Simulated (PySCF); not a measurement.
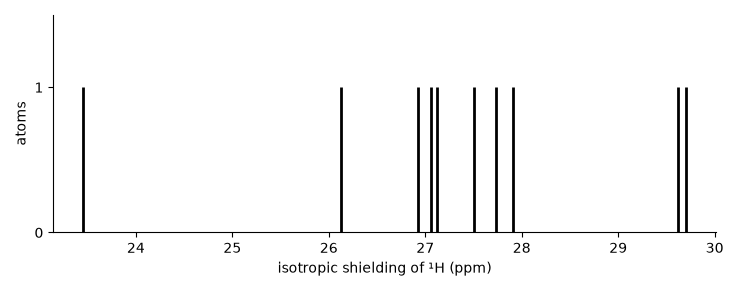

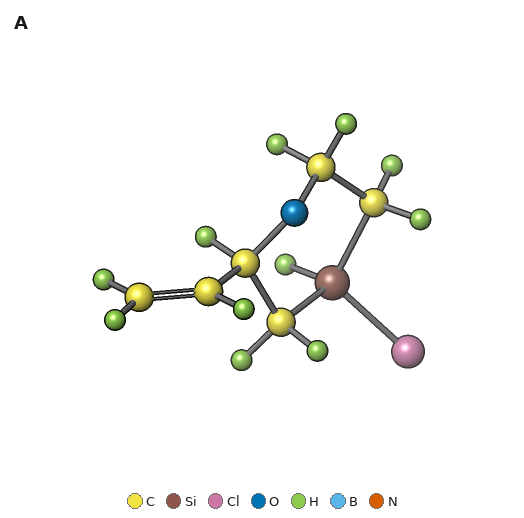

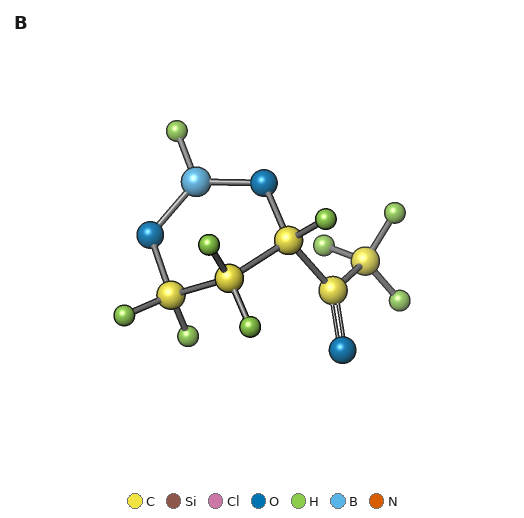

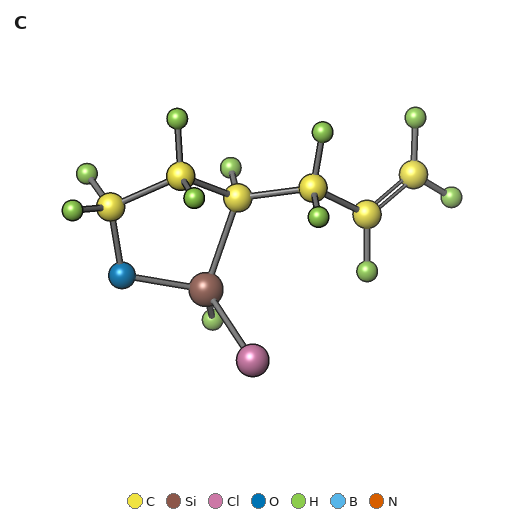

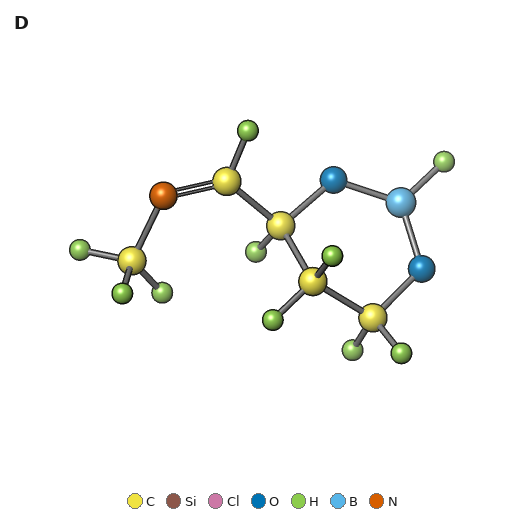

The sticks are computed shieldings of one of the molecules, for one fixed geometry (PBE0-D3(BJ)/def2-SVP) without averaging over rotations. Low shielding means a high chemical shift. Method: GIAO PBE/pcSseg-1 NMR shielding, non-relativistic, gas phase (PySCF 2.14.0).

Which molecule gives this pattern?

D, `C/N=C\[C@@H]1CCOBO1`. Its 10 H atoms give lines at 23.45, 26.12, 26.93, 27.06, 27.12, 27.50, 27.74, 27.91, 29.62, 29.70 ppm.
